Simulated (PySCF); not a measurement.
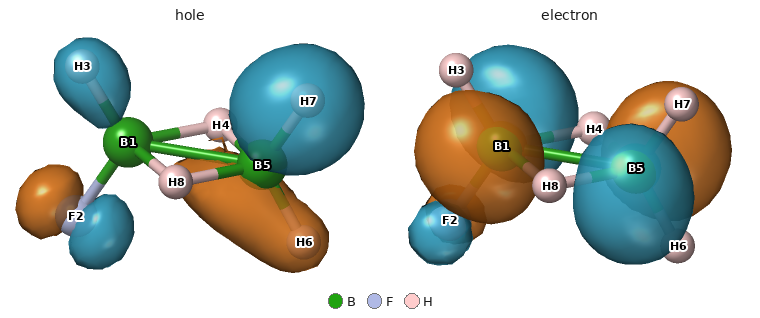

*Diborane mono F (B2FH5). Leading natural transition orbital pair of S₂ (TDA singlet states); the surfaces enclose about 70 % of each orbital's density.*

PySCF calculation, B3LYP/def2-SVPD, gas phase; geometry: GFN2-xTB. No frequency check shows the geometry to be a minimum.

Coordinates in Å:

```
B1      -0.2039    0.5150    0.0003
F2      -1.2608   -0.3055   -0.0002
H3      -0.4427    1.6661   -0.0008
H4       0.6785    0.1523   -0.9650
B5       1.4790   -0.1936   -0.0008
H6       1.6541   -1.3513    0.0026
H7       2.4067    0.5216    0.0004
H8       0.6752    0.1546    0.9669
```

Give its energy and the atoms that hole and electron lie on.

Answer. 7.63 eV (162 nm), f = 0.000 (dark); the leading pair carries 100 %; hole on B5 (30 %), H7 (26 %) and F2 (17 %), electron on B1 and B5 (31 % each), H4 and H8 (8 % each) and F2 (7 %); their centroids lie 0.4 Å apart. In canonical orbitals it is mainly HOMO−1 → LUMO (99 %). The HOMO–LUMO gap is 8.72 eV.
